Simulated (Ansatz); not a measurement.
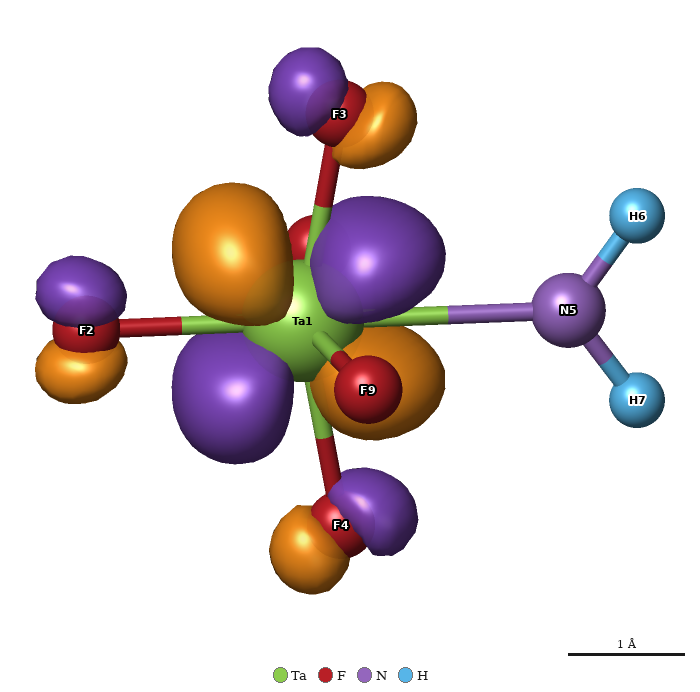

F$_{5}$H$_{2}$NTa (doublet). One frontier orbital at ±0.2 Å⁻³ᐟ² (orange and purple are the two phases), seen at a tilt.

Core potentials replace the inner electrons of Ta.

Theory: UKS PBE/def2-SVP (Ansatz 0.2.0).

```yaml
atoms:
  - { symbol: Ta, position_ang: [0.5661, -0.1742, 0.0056] }
  - { symbol: F, position_ang: [1.5799, -1.7544, 0.0184] }
  - { symbol: F, position_ang: [0.3317, 0.0797, 1.8780] }
  - { symbol: F, position_ang: [0.4475, 0.1257, -1.8710] }
  - { symbol: N, position_ang: [-0.6653, 1.7760, -0.0092] }
  - { symbol: H, position_ang: [-0.9898, 2.2839, 0.8338] }
  - { symbol: H, position_ang: [-0.9645, 2.2855, -0.8604] }
  - { symbol: F, position_ang: [-1.1995, -0.8933, -0.0593] }
  - { symbol: F, position_ang: [1.9589, 1.1294, 0.0640] }
```

Q: Which orbital is it: HOMO (α) or LUMO (α)?

A: The LUMO (α), at −2.70 eV. It lies mainly on Ta1 (about 70 %), F3 (about 10 %), F4 (about 10 %) and F2 (about 10 %).
